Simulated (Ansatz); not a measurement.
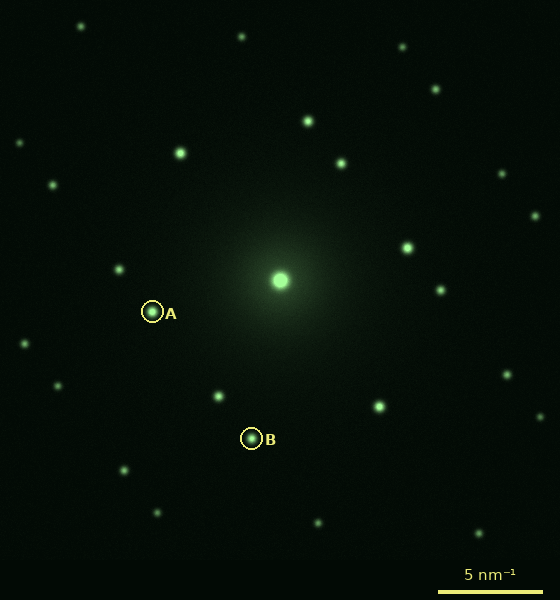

The pattern is a kinematic simulation for 100 kV electrons (no multiple scattering; isotropic B = 0.3 Å²). Two individuals of a reflection twin are superposed (a geometric construction: whether this twin forms is not tested; the second individual is smaller and so fainter). Crystal: Mo, space group Im-3m (No. 229), a = 3.153 Å, zone axis [210]. Structure: the input geometry of an electronic-structure calculation (not necessarily at equilibrium).

```cif
data_structure
_symmetry_space_group_name_H-M 'Im-3m'
_symmetry_Int_Tables_number 229
_cell_length_a 3.1528
_cell_length_b 3.1528
_cell_length_c 3.1528
_cell_angle_alpha 90.000
_cell_angle_beta 90.000
_cell_angle_gamma 90.000
_cell_volume 31.34
loop_
_atom_site_label
_atom_site_type_symbol
_atom_site_symmetry_multiplicity
_atom_site_Wyckoff_symbol
_atom_site_fract_x
_atom_site_fract_y
_atom_site_fract_z
_atom_site_occupancy
Mo1 Mo 2 a 0.00000 0.00000 0.00000 1
```

In the first individual spot A is 0 0 -2 and spot B is -1 2 -1.

Find the twin plane.

Answer. (1-2-1). The spot positions of the combined pattern are mirror-symmetric about the row through 1 -2 -1 (d = 1.287 Å), which both individuals share, while a single individual has only symmetry 2mm without that mirror line. Friedel's law adds the mirror line at right angles, so a twin on (1-25) would give the same picture; the more widely spaced plane was used.

Which other reflections coincide?

Answer. Within the frame only the reflections of the common row coincide.
